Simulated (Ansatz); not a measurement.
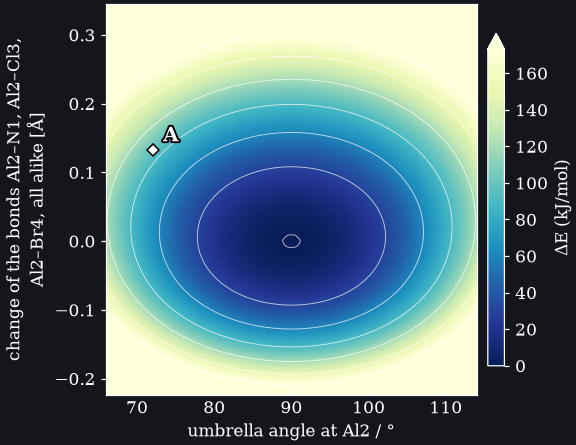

AlBrClH2N, SMILES [NH2][Al]([Cl])[Br]. Coordinates scanned: (1) umbrella angle at Al2 (between each of its bonds and their common axis; 90 is planar); (2) change of the bonds Al2–N1, Al2–Cl3, Al2–Br4, all alike. Nothing is relaxed (all other coordinates rigid). The grid has 9 × 9 points; 45 points were computed and 36 follow by symmetry. Points are written as (first, second). Energies: kJ/mol, counted from the lowest grid point. The calculation used RKS r2SCAN-D4/def2-SVP (Ansatz 0.2.0).

The picture shows a smooth colour map with a few white contour lines, one colour for all values above the top of the scale, the point A. Between grid points the surface is interpolated.

**Which way does the force act at A, and how strong is it?**

A, at (72°, 0.132 Å), is not a stationary point. The computed force is 6.5 kJ/mol for each degree towards larger values of the first coordinate and 520 kJ/mol for each Å towards smaller values of the second coordinate.
